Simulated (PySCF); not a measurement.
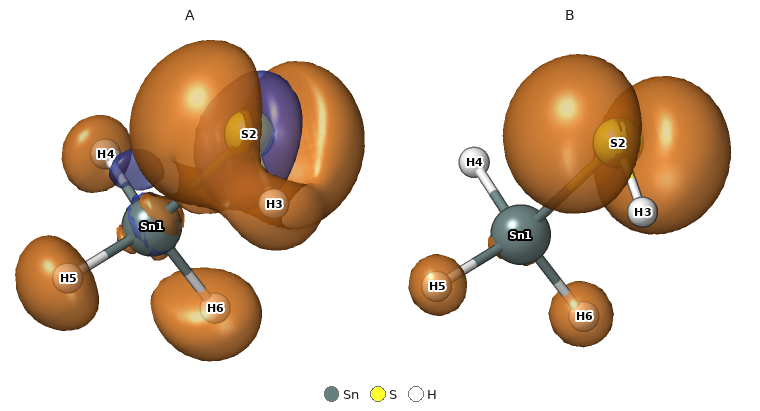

Figure 1: Sn(SH)H3 (H$_{4}$SSn). The Fukui function f⁻ from two separate SCF calculations and the density of the HOMO, at ±0.02 e/Å³ (orange positive, blue negative).

Computed with PySCF, PBE0/def2-SVP, geometry: GFN2-xTB. Core potentials replace the inner electrons of Sn; spin–orbit coupling isn't included. No frequency check shows the geometry to be a minimum. GFN2-xTB bond lengths at metals and heavier atoms can be off by up to 0.1 Å and shapes distorted, which carries into these values.

### Which panel is which, and how good is the frozen-orbital picture?

A is f⁻ (it has negative regions), B the HOMO density. The HOMO lies on S2 (81 %) and Sn1 (8 %); f⁻ (Hirshfeld-condensed) is largest on S2 (0.54); the vertical ionisation energy is 9.48 eV. Relaxation shifts 27 % of the electron between atoms. The orbital energy is −7.14 eV.
